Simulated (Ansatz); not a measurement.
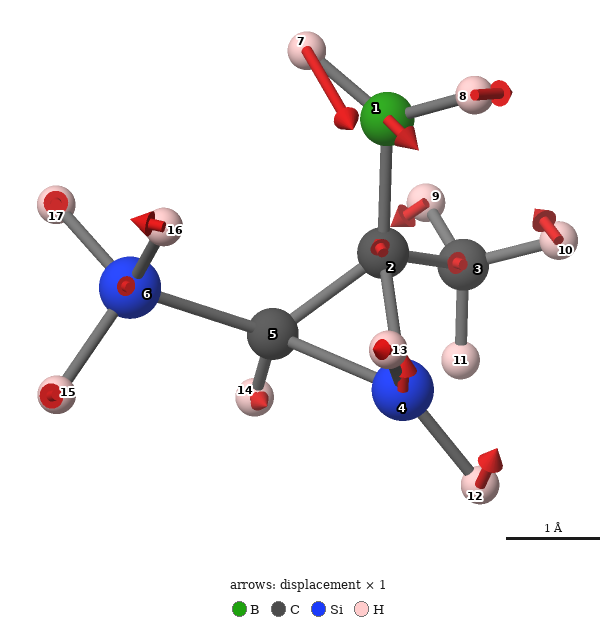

A relaxation of C$_{3}$H$_{11}$BSi$_{2}$. The starting structure is drawn; red arrows show the displacements, at their true length. The two geometries are superimposed by the best rigid fit.

The picture is a ball-and-stick view, seen from a free direction.

The run prepares an end point of a later path (torsion) calculation, from a guessed geometry.

Theory: Ansatz, RKS PBE/6-31G*. Settings: no spin polarisation; force threshold 0.015 eV/Å; at most 40 steps.

Q: Which element moves most?

A: Hydrogen: up to 1.67 Å, against 0.53 Å for boron.

Q: Describe the change and its energy.

A: H7 moves most after the best rigid fit: 1.67 Å. Largest moves by element: H 1.67 Å, B 0.53 Å, Si 0.49 Å, C 0.30 Å. Some distances before and after: B1–Si4 2.977 → 2.244 Å, C2–Si4 1.882 → 2.025 Å, Si4–H13 1.585 → 1.490 Å, B1–C2 1.605 → 1.517 Å. Bond angles that change, for instance: B1–C2–Si4 117.0° → 77.2°, C2–Si4–H13 110.5° → 135.4°, H12–Si4–H13 126.5° → 114.1°. Over 16 geometry steps the energy falls by 29.4 kcal/mol. Largest force component: 2.7 eV/Å at the start, 0.012 eV/Å at the end.
